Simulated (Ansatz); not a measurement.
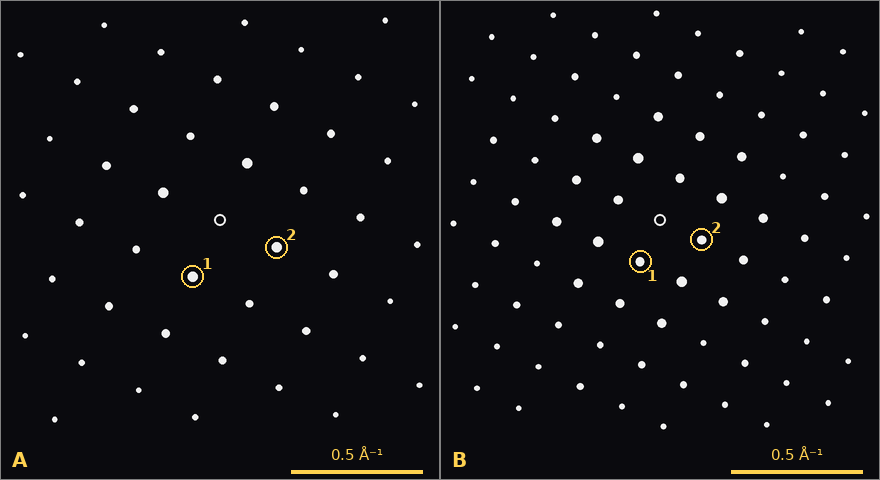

Kinematic electron diffraction patterns (300 kV, B = 0.5 Å², same scale) along [110] of the run's own cell, for the start and the end of one relaxation of KLi2 with DFT PBE, scalar-relativistic, plane waves, PAW in Ansatz. k mesh 8×8×8. The start is a generated model structure, and the relaxation ends in the nearest stationary point of its symmetry, not necessarily the ground state. Spot 1 is -1 1 0 and spot 2 is 0 0 1 in both.

Start structure:

```
K Li
1.0
    -4.00846    4.00846    3.50059
     4.00846   -4.00846    3.50059
     4.00846    4.00846   -3.50059
K Li
2 4
Direct
  0.25000 0.25000 0.00000
  0.75000 0.75000 0.00000
  0.62271 0.12271 0.74541
  0.12271 0.37729 0.50000
  0.37729 0.87729 0.25459
  0.87729 0.62271 0.50000
```

Which pattern belongs to the start structure, and which to the relaxed one?

Answer. B is the start: its cell gives d(1) = 5.669 Å, d(2) = 5.669 Å and an angle of 90.0°. A is the relaxed structure, with d(1) = 4.164 Å (-26.5 %), d(2) = 4.164 Å (-26.5 %) and 90.0°.

Name reflections whose intensity changes strongly on relaxation.

Answer. 1 -1 -1 goes from 100 to 29 % of the strongest spot; 2 -2 1 goes from 68 to 40 % of the strongest spot.

What did the relaxation do to the structure and the energy?

Answer. The volume changed by -0.8 % to 37.21 Å³ an atom; with the mean shift removed, the atoms moved by up to 0.50 Å relative to the cell (Li most); the space group stayed I4/mcm (No. 140); the free energy fell by 180 meV an atom. Relaxed cell: a = 7.667 Å, b = 7.667 Å, c = 7.667 Å, α = 134.83°, β = 134.83°, γ = 65.79°.
